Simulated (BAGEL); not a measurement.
# HF/aug-cc-pVDZ (density fitting with cc-pvqz-jkfit) run of [NO3]− (nitrate)

What is the vertical ionisation energy of [NO3]− (nitrate) at HF/aug-cc-pVDZ (density fitting with cc-pvqz-jkfit)? 

The calculation is run with BAGEL 1.2.2.

6 further runs of the same task are left out: 4 that didn't finish, 2 set aside as unsound or not needed. Runs told in other sessions of the task aren't counted.

### 1 The molecule

The species is [NO3]− (4 atoms), meant as a singlet with charge -1. SMILES: `O=[N+]([O-])[O-]`. The shape is that of a PBE0-D4/def2-TZVPD optimisation.

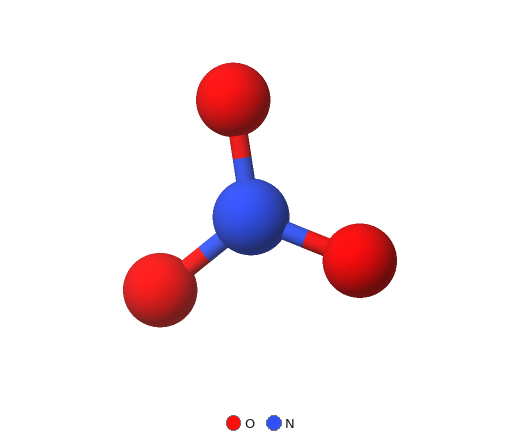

Viewed from a chosen angle; oxygen red, nitrogen blue.

### 2 A single-point energy at HF/aug-cc-pVDZ (density fitting with cc-pvqz-jkfit)

input.json reads:

```json
{ "bagel": [

{
  "title": "molecule",
  "basis": "aug-cc-pvdz.json",
  "df_basis": "cc-pvqz-jkfit",
  "angstrom": true,
  "geometry": [
    { "atom": "O", "xyz": [    0.296520,    0.524040,    1.091530 ] },
    { "atom": "N", "xyz": [    0.000000,    0.000000,    0.000000 ] },
    { "atom": "O", "xyz": [    0.470440,   -1.113360,   -0.305120 ] },
    { "atom": "O", "xyz": [   -0.766950,    0.589330,   -0.786420 ] }
  ]
},
{ "title": "hf", "charge": -1 },
{ "title": "print", "file": "orbitals.molden", "orbitals": true }

]}
```

The basis set aug-cc-pVDZ is read from a file made from the Basis Set Exchange's data (not shown).

Launch:

```bash
$ BAGEL_NUM_THREADS=1 BAGEL input.json > input.out
```

What it wrote:

```text
* using 1 threads per process

  ===============================================================
  ===============================================================

  *** Geometry ***

  { "atom" : "O", "xyz" : [      0.560342,      0.990292,      2.062693 ] },
  { "atom" : "N", "xyz" : [      0.000000,      0.000000,      0.000000 ] },
  { "atom" : "O", "xyz" : [      0.889003,     -2.103945,     -0.576593 ] },
  { "atom" : "O", "xyz" : [     -1.449325,      1.113672,     -1.486118 ] },

  Number of auxiliary basis functions:      424

  Since a DF basis is specified, we compute 2- and 3-index integrals:
    o Being stored without compression. Storage requirement is 0.029 GB

  Number of basis functions:       92
  Number of electrons      :       31

    * METHOD: MOLECULE                             0.17

  *** RHF ***

  === Nuclear Repulsion ===
   118.3725434864

      * DIIS with orbital gradients will be used.

  === RHF iteration (aug-cc-pvdz.json) ===
      0       -278.74658125          0.01549749           0.05
      1       -278.90863174          0.01114747           0.04
      2       -278.97364919          0.00198073           0.04
      3       -278.97539242          0.00073169           0.04
      4       -278.97570327          0.00009172           0.04
      5       -278.97571089          0.00002211           0.04
      6       -278.97571154          0.00000627           0.04
      7       -278.97571159          0.00000206           0.04
      8       -278.97571159          0.00000063           0.04
      9       -278.97571159          0.00000014           0.04
     10       -278.97571159          0.00000007           0.04
     11       -278.97571159          0.00000001           0.04
     12       -278.97571159          0.00000000           0.04
    * SCF iteration converged.

    * Permanent dipole moment:
           (    0.000004,     0.000001,    -0.000004) a.u.

    * METHOD: HF                                   0.66

    * METHOD: PRINT                                0.02

  ===============================================================
```

Wall time 1 s (1 thread of Arm Neoverse V1, shared host); peak memory 0.098 GiB.

### 3 Doublet neutral NO3 at the same level

input.json reads:

```json
{ "bagel": [

{
  "title": "molecule",
  "basis": "aug-cc-pvdz.json",
  "df_basis": "cc-pvqz-jkfit",
  "angstrom": true,
  "geometry": [
    { "atom": "O", "xyz": [       0.296520,       0.524040,       1.091530 ] },
    { "atom": "N", "xyz": [       0.000000,       0.000000,       0.000000 ] },
    { "atom": "O", "xyz": [       0.470440,      -1.113360,      -0.305120 ] },
    { "atom": "O", "xyz": [      -0.766950,       0.589330,      -0.786420 ] }
  ]
},

{ "title": "uhf", "nopen": 1 },

{ "title": "print", "file": "orbitals.molden", "orbitals": true }

]}
```

The basis set aug-cc-pVDZ is read from a file made from the Basis Set Exchange's data (not shown).

Launch:

```bash
$ BAGEL_NUM_THREADS=1 BAGEL input.json > input.out
```

What it wrote:

```text
* using 1 threads per process

  ===============================================================
  ===============================================================

  *** Geometry ***

  { "atom" : "O", "xyz" : [      0.560342,      0.990292,      2.062693 ] },
  { "atom" : "N", "xyz" : [      0.000000,      0.000000,      0.000000 ] },
  { "atom" : "O", "xyz" : [      0.889003,     -2.103945,     -0.576593 ] },
  { "atom" : "O", "xyz" : [     -1.449325,      1.113672,     -1.486118 ] },

  Number of auxiliary basis functions:      424

  Since a DF basis is specified, we compute 2- and 3-index integrals:
    o Being stored without compression. Storage requirement is 0.029 GB

  Number of basis functions:       92
  Number of electrons      :       31

    * METHOD: MOLECULE                             0.17

  *** Open-shell HF ***

  === Nuclear Repulsion ===
   118.3725434864

      * DIIS with orbital gradients will be used.

  === UHF iteration (aug-cc-pvdz.json) ===
      0       -278.68358163          0.02488966           0.09
      1       -278.76809013          0.01827716           0.09
      2       -278.78725208          0.01458374           0.09
      3       -278.80741255          0.00072799           0.09
      4       -278.80796384          0.00028201           0.09
      5       -278.80809387          0.00008410           0.09
      6       -278.80813258          0.00001426           0.09
      7       -278.80813889          0.00000402           0.09
      8       -278.80814190          0.00000229           0.09
      9       -278.80814286          0.00000134           0.09
     10       -278.80814417          0.00000082           0.09
     11       -278.80814436          0.00000069           0.09
     12       -278.80814442          0.00000085           0.09
     13       -278.80814442          0.00000077           0.09
     14       -278.80814443          0.00000020           0.09
     15       -278.80814443          0.00000007           0.09
     16       -278.80814443          0.00000003           0.09
     17       -278.80814443          0.00000002           0.09
     18       -278.80814444          0.00000002           0.09
     19       -278.80814444          0.00000002           0.09
     20       -278.80814444          0.00000002           0.09
     21       -278.80814444          0.00000002           0.09
     22       -278.80814444          0.00000002           0.08
     23       -278.80814444          0.00000002           0.08
     24       -278.80814444          0.00000001           0.09
    * SCF iteration converged.

    * S^2 (UHF) is 0.7988

    * Permanent dipole moment:
           (    0.000002,     0.000003,    -0.000006) a.u.

    * METHOD: UHF                                  2.29

    * METHOD: PRINT                                0.02

  ===============================================================
```

Wall time 2.6 s (1 thread of Arm Neoverse V1, shared host); peak memory 0.098 GiB.

### 4 Outcome

Level: HF/aug-cc-pVDZ (density fitting with cc-pvqz-jkfit).

| quantity | value |
| --- | --- |
| singlet [NO3]−: total energy | -278.97571 Eh |
| singlet [NO3]−: HOMO energy | -6.14 eV |
| singlet [NO3]−: LUMO energy | 6.84 eV |
| singlet [NO3]−: HOMO–LUMO gap (to an unbound level, set by the basis) | 12.98 eV |
| doublet neutral NO3: total energy | -278.80814 Eh |
| doublet neutral NO3: dipole moment | 0.00 D |
| doublet neutral NO3: ⟨S²⟩ | 0.799 |
| vertical detachment energy (to the doublet neutral) | 4.560 eV |

Removing an electron at fixed nuclei costs 4.56 eV (105 kcal/mol). The negative HOMO energy of the first species, 6.14 eV, lies 1.58 eV above that difference.
